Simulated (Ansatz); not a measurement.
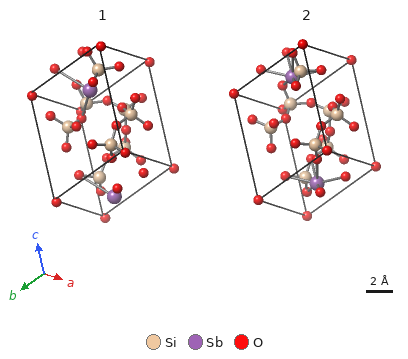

Two geometries of a defect cell of composition Si$_{8}$SbO$_{15}$, drawn at one scale. One is the start of a relaxation, the other its converged end. A ball-and-stick model of the cell of the calculation, reduced to other axes (origin shifted), seen from a free direction. Lengths and directions refer to the drawn axes.

Computed with DFT, PBE, plane-wave PAW, default files, scalar-relativistic (Ansatz 0.2.0). (plane-wave cutoff 420 eV; k-point mesh 3 × 3 × 3; occupations fermi dirac; smearing width 0.01 eV; collinear spin; atoms relaxed in a fixed cell; force threshold 0.03 eV/Å; at most 40 steps)

Question: Which geometry has the lower energy?

Answer: Structure 1 is the relaxed one. After 11 accepted moves (13 points after the start) the energy has fallen by 28.042 eV per cell of the calculation. Largest force component: 47 eV/Å at the start, 0.0079 eV/Å at the end. The line search rejected the trial steps at points 9, 12 of the run. The atom that moves furthest is the Sb atom (1.04 Å along [−1 0 −3]). By element the largest moves are Sb 1.04 Å, O 0.65 Å, Si 0.42 Å. The lattice vectors keep their values. Near-neighbour distances that change, for instance: O–Sb 2.664 → 3.650 Å, Sb–Si 1.613 → 2.485 Å, O–Sb 2.612 → 3.447 Å, Sb–Si 1.611 → 2.432 Å. Among the angles between lasting bonds that change: Si–O–Si 145.9° → 123.0°, Si–O–Si 145.9° → 126.1°, Si–O–Si 145.9° → 129.3°.

Limits of the set-up: the periodic images lie only 7.1 Å apart, so the values are limited by the cell's size.
